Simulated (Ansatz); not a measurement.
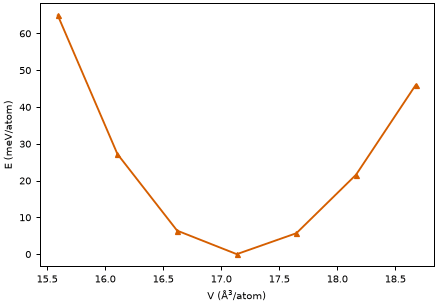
Fig. 1. NiSb (NiAs type, space group No. 194) under volume change, the program Ansatz at the r²SCAN level (PAW), shape and atoms relaxed at each volume.

Question: What does a third-order Birch–Murnaghan fit give for V₀, B₀ and B′?

Answer: V₀ = 17.13 Å³/atom, B₀ = 125 GPa, B′ = 4.7.

Space group P6_3/mmc (NiAs type). The cell was relaxed with r²SCAN under the symmetry of its start. The workflow began spin-polarised and lost its moments. Spin–orbit coupling is left out wherever it is not named.

Potentials: the later of the program's two PAW sets.
